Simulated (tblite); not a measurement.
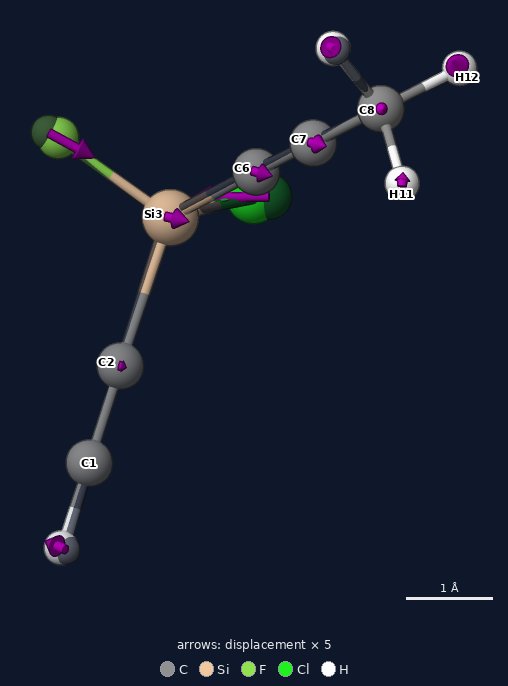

A relaxation of C$_{5}$H$_{4}$ClFSi. The starting structure is drawn faded, the final one solid; purple arrows show the displacements, 5 times their true length. The two geometries are superimposed by the best rigid fit.

The picture is a ball-and-stick view, seen from a free direction.

Level of theory: GFN2-xTB geometry optimisation, gas phase (tblite 0.8.0). 

What happened in the run?

The largest move after the best rigid fit is that of the Cl atom, 0.18 Å. By element the largest moves are Cl 0.18 Å, F 0.13 Å, H 0.09 Å, Si 0.06 Å, C 0.05 Å. Near-neighbour distances that change, for instance: Cl–Si 2.092 → 2.015 Å, F–Si 1.684 → 1.614 Å, C–H 1.135 → 1.090 Å, C–C 1.464 → 1.442 Å. Among the angles between lasting bonds that change: F–Si–Cl 113.4° → 106.9°, Cl–Si–C 106.4° → 112.4°, H–C–H 104.5° → 109.1°. After 47 geometry steps the energy has fallen by 5.36 kcal/mol.
